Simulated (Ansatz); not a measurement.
A series of calculations on CH₉NSSn

**1. Relaxation**

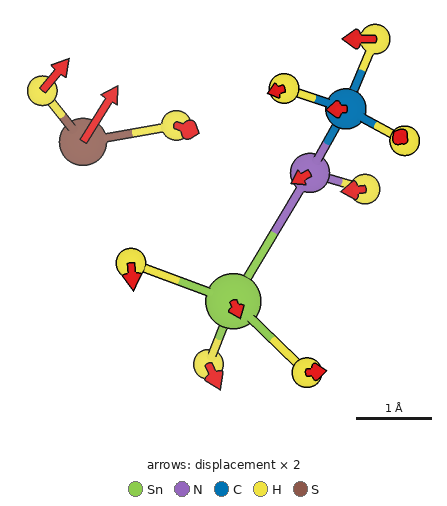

A relaxation of CH₉NSSn. The starting structure is drawn; red arrows show the displacements, magnified 2 times. The two geometries are superimposed by the best rigid fit.

A ball-and-stick model, seen at a tilt.

The run prepares an end point of a later path (reaction) calculation, from a guessed geometry.

Theory: RKS PBE0/def2-SVP in Ansatz. Set-up: no spin polarisation; force threshold 0.03 eV/Å; at most 50 steps.

> Atoms of which element are displaced furthest, and by how much?

Sulfur: up to 0.46 Å, against 0.29 Å for hydrogen.

> What happened in the run?

The largest move after the best rigid fit is that of the S atom, 0.46 Å. By element the largest moves are S 0.46 Å, H 0.29 Å, C 0.16 Å, N 0.16 Å, Sn 0.15 Å. Some distances before and after: H–S 1.360 → 1.381 Å, N–Sn 2.089 → 2.070 Å, H–Sn 1.728 → 1.723 Å. Over 7 accepted moves (8 points after the start) the energy falls by 1.25 kcal/mol. Largest force component: 0.4 eV/Å at the start, 0.0093 eV/Å at the end. The line search rejected the trial step at point 2 of the run. The run took 41 s on 2 threads of Arm Neoverse V1, with other jobs on the host, peak memory 0.3 GiB.

Limits of the set-up: the start holds two separate molecules, 2.3 Å apart at their closest, whose relative position is a soft coordinate and is computed without a dispersion correction.

**2. Relaxation**

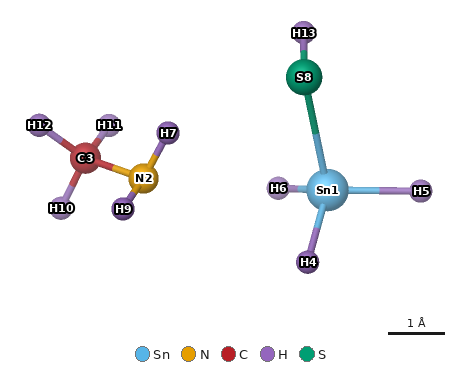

This is the input geometry for a relaxation of CH₉NSSn. A ball-and-stick model, seen face on.

The run prepares an end point of a later path (reaction) calculation, from a guessed geometry.

These are results of RKS PBE0/def2-SVP (Ansatz 0.2.0), not measurements.

Input
```yaml
crystal:
  periodic: [false, false, false]
  atoms:
    - { symbol: Sn, position_ang: [-0.859299, 0.737299, 1.972135] }
    - { symbol: "N", position_ang: [0.159228, 0.286123, -1.237008] }
    - { symbol: C, position_ang: [0.125905, -0.952221, -1.982814] }
    - { symbol: H, position_ang: [-1.343094, 2.12858, 1.114369] }
    - { symbol: H, position_ang: [-1.314173, 0.906182, 3.624196] }
    - { symbol: H, position_ang: [-1.47408, -0.736871, 1.372287] }
    - { symbol: H, position_ang: [0.999904, 0.356932, -0.662949] }
    - { symbol: S, position_ang: [1.581995, 0.708708, 1.909008] }
    - { symbol: H, position_ang: [0.16313, 1.089955, -1.860527] }
    - { symbol: H, position_ang: [-0.804943, -1.01812, -2.568415] }
    - { symbol: H, position_ang: [0.118408, -1.805433, -1.285942] }
    - { symbol: H, position_ang: [0.969004, -1.111691, -2.685941] }
    - { symbol: H, position_ang: [1.678116, -0.589542, 2.291801] }
basis:
  gaussian: { orbitals: def2-SVP }
hamiltonian:
  xc: pbe0
relax:
  f_tol: 0.03
  max_steps: 50
```

Launched with:
```bash
ansatz run input.yaml --threads 2 --pin off --max-ram 3072MiB --backend cpu --events-out ev --progress --plain --runs-dir out
```

Q: What does the optimiser find from here?

A: Over 30 accepted moves (37 points after the start) the energy falls by 0.120 eV. Largest force component: 0.15 eV/Å at the start, 0.029 eV/Å at the end. The line search rejected the trial steps at points 2, 9, 13, 18, 21, 23, 29 of the run. The forces were under the threshold at step 24, but the run went on from there. H10 moves most after the best rigid fit: 0.95 Å. Largest moves by element: H 0.95 Å, S 0.93 Å, Sn 0.49 Å, C 0.31 Å, N 0.20 Å. Some distances before and after: Sn1–N2 3.397 → 2.802 Å, Sn1–H5 1.722 → 1.738 Å, Sn1–H4 1.705 → 1.715 Å, Sn1–H6 1.706 → 1.714 Å. Among the angles between lasting bonds that change: H4–Sn1–S8 106.3° → 112.9°, H5–Sn1–S8 106.9° → 101.0°, H6–Sn1–S8 109.9° → 113.7°. Groups turn about Sn1–S8 by about 80°.

Final geometry:

```xyz
13

Sn   -0.7658    0.5847    1.5163
N     0.1778    0.4396   -1.1178
C     0.1679   -0.8977   -1.6850
H    -0.9181    2.2003    0.9626
H    -1.1854    0.6000    3.2031
H    -1.8227   -0.5353    0.7628
H     1.1238    0.8202   -1.0939
S     1.5533   -0.1720    1.6180
H    -0.3815    1.0838   -1.6754
H    -0.8573   -1.3004   -1.6652
H     0.7879   -1.5597   -1.0611
H     0.5381   -0.9592   -2.7254
H     1.5822   -0.3043    2.9612
```

The end point in the same view:

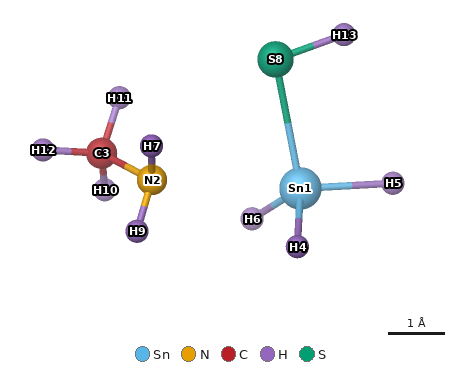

Limits of the set-up: the start holds two separate molecules, 2.7 Å apart at their closest, whose relative position is a soft coordinate and is computed without a dispersion correction.

**3. Path**

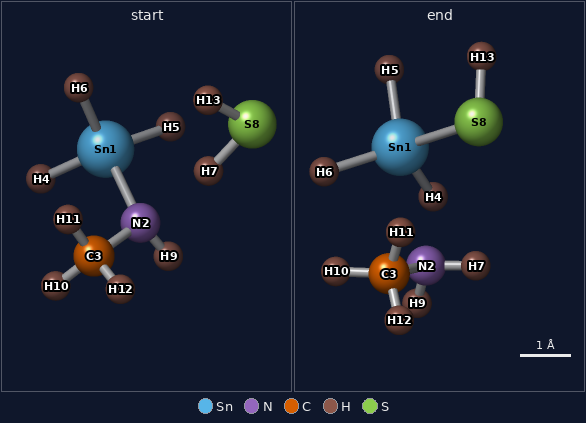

The two relaxed end points of a path for CH9NSSn. The picture is a ball-and-stick view, seen from a free direction.

The calculation used RKS PBE0/def2-SVP in Ansatz.

Run with 5 movable images; climbing image; force threshold 0.05 eV/Å; iteration limit 60.

Start:
```xyz
13

Sn   -1.3176    0.6763    0.9238
N     0.0837    0.4189   -0.5779
C    -0.1324   -0.6275   -1.5597
H    -2.8830    0.8812    0.2348
H    -0.8396    2.0659    1.7893
H    -1.2677   -0.7592    1.8476
H     1.6638    0.1499    0.5622
S     2.5911    0.0083    1.5754
H     0.3039    1.3041   -1.0320
H    -1.0145   -0.4824   -2.2152
H    -0.2618   -1.5980   -1.0526
H     0.7498   -0.7312   -2.2145
H     2.3243   -1.3065    1.7191
```

End:
```xyz
13

Sn   -0.7260    0.5813    1.5370
N     0.1703    0.4512   -1.1143
C     0.1177   -0.8770   -1.7001
H    -0.8470    2.2081    1.0089
H    -1.1172    0.5824    3.2308
H    -1.8227   -0.5011    0.7857
H     1.1258    0.8080   -1.1009
S     1.5750   -0.2339    1.5890
H    -0.3818    1.1172   -1.6532
H    -0.9168   -1.2544   -1.6688
H     0.7311   -1.5631   -1.0961
H     0.4691   -0.9325   -2.7473
H     1.6226   -0.3863    2.9296
```

### Predict the minimum-energy path and its barrier.

The highest point, image 1, lies 0.20 eV above the start and 1.12 eV above the end; the end is at −0.92 eV relative to the start. Breaking: H7–S8 (1.38 → 1.63 at the top → 2.92 Å), Sn1–N2 (2.07 → 2.14 at the top → 2.80 Å). Forming: N2–H7 (1.97 → 1.31 at the top → 1.02 Å), Sn1–S8 (4.02 → 3.27 at the top → 2.44 Å). The band is converged. At the top, the vibrational analysis gives one imaginary mode (790i cm⁻¹), as a transition state must have.

Energies of the converged images:

```csv
image,path (Å),E (eV)
0,0.00,0.000
1,1.16,0.198
2,2.43,-0.359
3,3.69,-0.621
4,4.96,-0.816
5,6.23,-0.857
6,7.50,-0.925
```

The geometry at the top of the path:

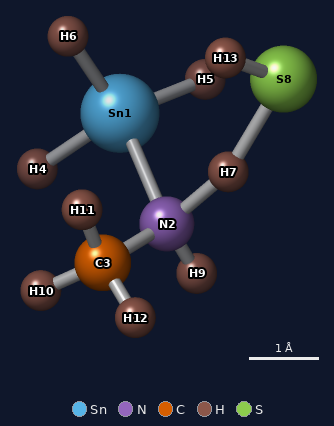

Cost: 9 min on 2 threads of Arm Neoverse V1 (shared host), peak memory 0.33 GiB.
